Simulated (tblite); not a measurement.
**Run report: B₂SiH₆O, polarizability calculation**

B₂SiH₆O, SMILES BB[SiH2]O, computed with GFN1-xTB, R-SCC (tblite 0.8.0).

The geometry comes from this level: GFN2-xTB.

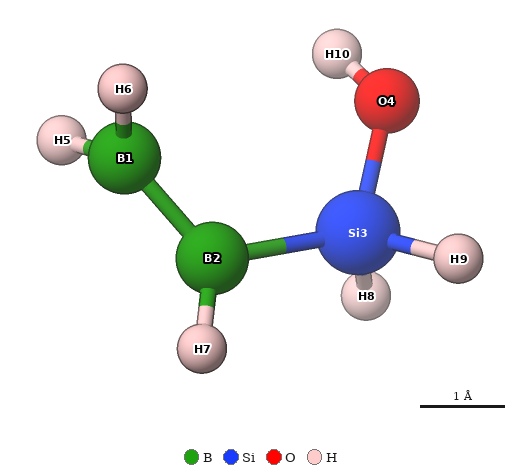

**Figure 1.** The structure (ball-and-stick view, seen at a tilt; atoms are numbered from 1 in the order of the input). Bond lengths as drawn: B–B 1.59 Å, B–H 1.17 to 1.18 Å, B–Si 1.97 Å, H–O 0.95 Å, H–Si 1.47 to 1.48 Å and O–Si 1.64 Å.

**Input (job.py)**
```python
"""GFN1-xTB finite-field polarizability"""
import json
import numpy as np
from tblite.interface import Calculator
from tblite.library import ffi
from tblite.interface import symbols_to_numbers

symbols = list(map(str, np.loadtxt("input.xyz", skiprows=2, usecols=0, dtype=str, ndmin=1)))
numbers = np.array(symbols_to_numbers(symbols))
positions = np.loadtxt("input.xyz", skiprows=2, usecols=(1, 2, 3), ndmin=2) / 0.529177210903

def dipole(field):
    tb = Calculator("GFN1-xTB", numbers, positions, charge=0, uhf=0)
    tb.set("verbosity", 0)
    tb.set("accuracy", 0.01)
    tb.add("electric-field", ffi.new("double[3]", list(field)))
    return tb.singlepoint()

F = 0.001  # field step, atomic units
res = dipole([0.0, 0.0, 0.0])
alpha = np.array([(dipole(F * v).get('dipole') - dipole(-F * v).get('dipole')) / (2 * F) for v in np.eye(3)])
print(f"E = {res.get('energy'):.8f} Eh")
print("polarizability tensor (bohr^3)")
for row in alpha:
    print("".join(f"{v:12.4f}" for v in row))
w = np.linalg.eigvalsh((alpha + alpha.T) / 2)
print("principal values", np.round(w, 3), " isotropic %.3f" % w.mean())
out = {k: np.asarray(res.get(k)).tolist() for k in ("energy", "gradient", "charges", "dipole", "orbital-energies", "orbital-occupations")}
out.update(symbols=symbols, positions=(positions * 0.529177210903).tolist(), alpha=alpha.tolist())
json.dump(out, open("results.json", "w"))
```

**File input.xyz**
```
10

B     -0.931320     1.490060    -0.369350
B      0.330480     0.980790     0.456260
Si     0.765390    -0.940680     0.362390
O      0.011960    -1.769070    -0.837510
H     -2.033100     1.456520     0.045380
H     -0.860200     1.837020    -1.491490
H      1.050970     1.601910     1.141710
H      0.451640    -1.625350     1.637160
H      2.147280    -1.278410     0.005890
H     -0.933100    -1.752790    -0.950450
```

Run as:
```bash
python job.py
```

**The program's output**
```
E = -12.61114453 Eh
polarizability tensor (bohr^3)
     57.3221    -13.0339      6.6194
    -13.0346     58.6167     -7.2072
      6.6195     -7.2057     46.5015
principal values [43.062 44.933 74.445]  isotropic 54.147
```

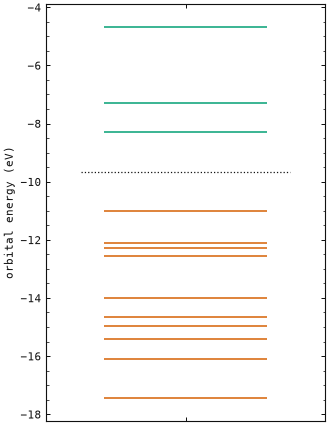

**Figure 2.** Orbital energies near the frontier; the dotted line parts filled from empty levels, and levels within 0.02 eV of each other stand side by side. Highest filled −11.02 eV, lowest empty −8.29 eV, 2.73 eV apart.

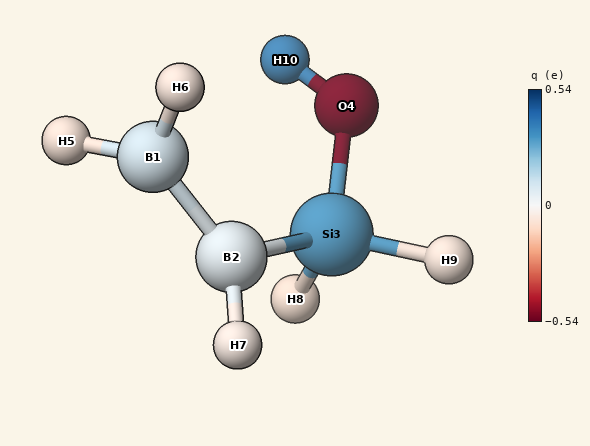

**Figure 3.** Mulliken charges, as the colour of each atom (ball-and-stick view, seen at a tilt; atoms are numbered from 1 in the order of the input). By element: B +0.05 to +0.09, Si +0.31, O −0.51 and H −0.08 to +0.37 e.

**Results in brief**

- outcome: converged
- total energy: −12.611145 hartree
- basis functions: 33
- largest force: 1.486 eV/Å
- HOMO: −11.02 eV
- LUMO: −8.29 eV
- dipole moment: 2.08 D
- hardware: 1 thread of Intel Xeon @ 2.50GHz (Skylake/Cascade Lake), 189 GiB of memory available, shared host
- peak memory: 0.068 GiB
